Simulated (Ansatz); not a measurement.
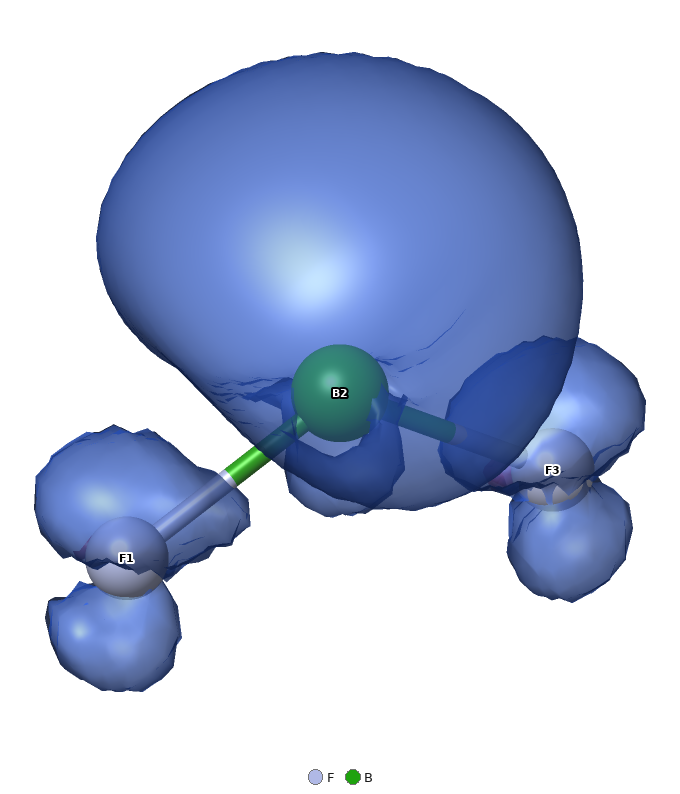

The picture shows: BF₂ (doublet). Isosurfaces of the spin density at +0.03 (blue) and −0.03 e/Å³ (red), seen at an oblique angle.

These are results of Ansatz, UKS PBE0/def2-SVP, not measurements.

```xyz
3

F     0.5119   -1.0441    0.1594
B     0.2802    0.2416    0.1821
F    -0.8029    0.7375   -0.3548
```

Describe the spin distribution.

Answer. The unpaired spin (1 electron) lies mostly on B2 (about 0.8), F1 (about 0.1) and F3 (about 0.1), in electrons by Hirshfeld's partition.
